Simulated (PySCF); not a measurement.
# C$_{5}$H$_{11}$BO$_{2}$Si (SMILES CB([SiH3])/C(C)=C/OC=O): what the fields show

Input

```
{"job": {"kind": "nmr", "xc": "PBE0", "basis": "pcSseg-1"}, "charge": 0, "multiplicity": 1}
C     -1.344428     1.818522    -0.134270
B     -1.147727     0.304616     0.269047
Si    -2.648677    -0.725653     1.021127
C      0.244022    -0.368603     0.057532
C      0.412327    -1.840371     0.323602
C      1.301612     0.351373    -0.340804
O      2.556416    -0.196483    -0.522798
C      3.544141     0.599587    -0.914371
O      3.480630     1.773546    -1.127724
H     -2.374835     2.161352    -0.062419
H     -1.000698     2.031511    -1.145996
H     -0.753732     2.462073     0.519848
H     -3.859990     0.071901     1.272061
H     -2.359393    -1.382710     2.307459
H     -3.094061    -1.817560     0.136576
H      0.171751    -2.057062     1.362866
H      1.427325    -2.170392     0.119864
H     -0.277482    -2.411339    -0.295139
H      1.258172     1.413001    -0.544105
H      4.459480    -0.006628    -1.017504
```

Command:

```sh
OMP_NUM_THREADS=1 python probes_run.py task.json out
```

Geometry: GFN2-xTB.

Method: PySCF, PBE0/pcSseg-1, SCF density, gas phase, non-relativistic.

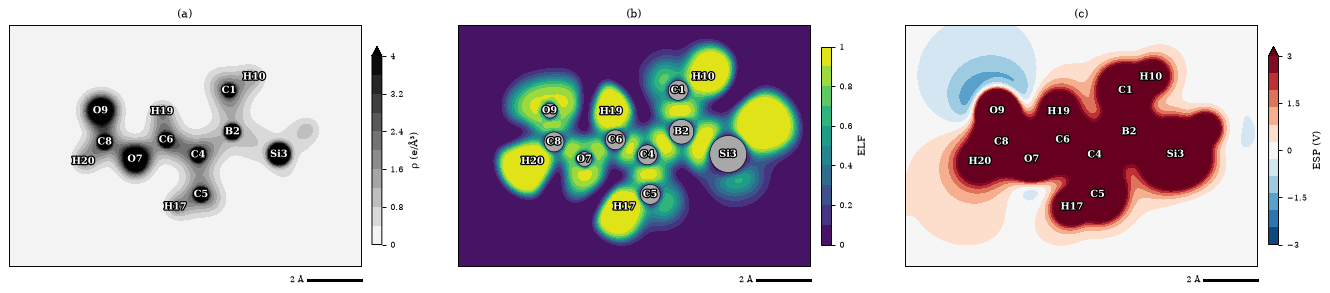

Figure 1. (a) electron density; (b) electron localisation function; (c) molecular electrostatic potential on the plane of atoms C4, C6 and H19. Grey discs cover the atomic cores in the ELF map.

**Read the bonding off the picture.**

Atoms in the plane: C, B, Si, O and H. C–O (1.19 Å): the density is about 3.4 e/Å³ at the midpoint; the ELF peaks at about 0.85 between the atoms; a short, multiple covalent bond. C–C (1.34 Å): ρ is about 2.3 e/Å³ halfway; the ELF peaks at about 0.95 between the atoms: a short, multiple covalent bond. C–B (1.56 Å): the density is about 1.4 e/Å³ at the midpoint; the ELF peaks at about 0.95 between the atoms; a shared electron pair. Si–B (1.97 Å): the density is about 0.84 e/Å³ at the midpoint; the ELF peaks at about 1 between the atoms, as expected for localised, covalent bonding. C–H (1.08 Å): ρ is about 2.2 e/Å³ halfway; the ELF climbs to about 1 towards the hydrogen, as it does in any bond to H (an ordinary covalent bond to hydrogen). The ELF also peaks beside O7 and O9, away from the bonds: lone-pair regions. Outside the dense part of the molecule the potential is most negative (−1.7 V) near O9.

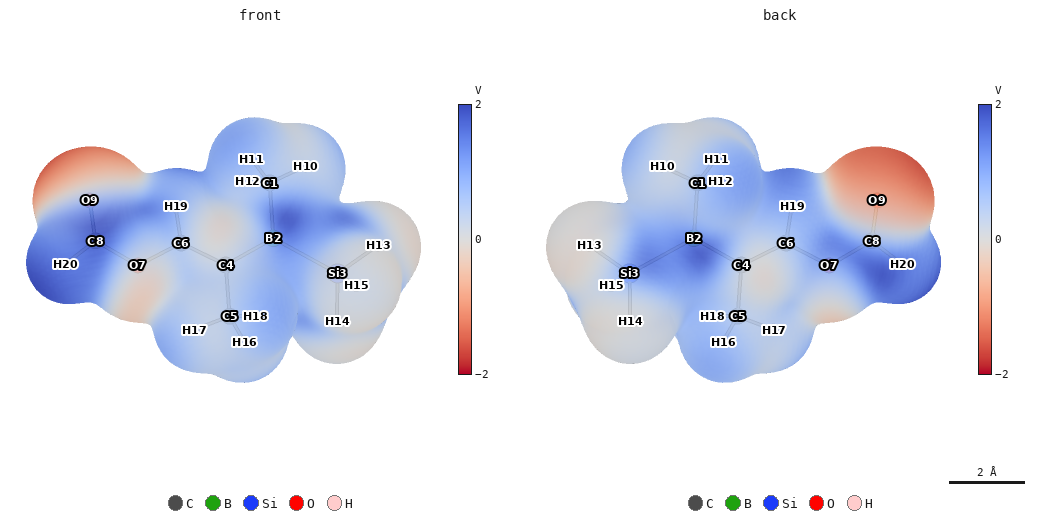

Figure 2. The molecular electrostatic potential painted on the density surface at 0.004 e/bohr³, seen from the front and from behind; the colour scale runs from red (negative) to blue (positive).

**Describe the electrostatic potential map.**

The most negative region (about −1.5 V, or −35 kcal/mol for a unit charge) lies over O9, the most positive (about +1.9 V, or +44 kcal/mol for a unit charge) over B2, C8 and H20. O9 is the likeliest acceptor of a hydrogen bond.

**What dipole moment does the calculation give?**

Its dipole moment is 1.52 D.
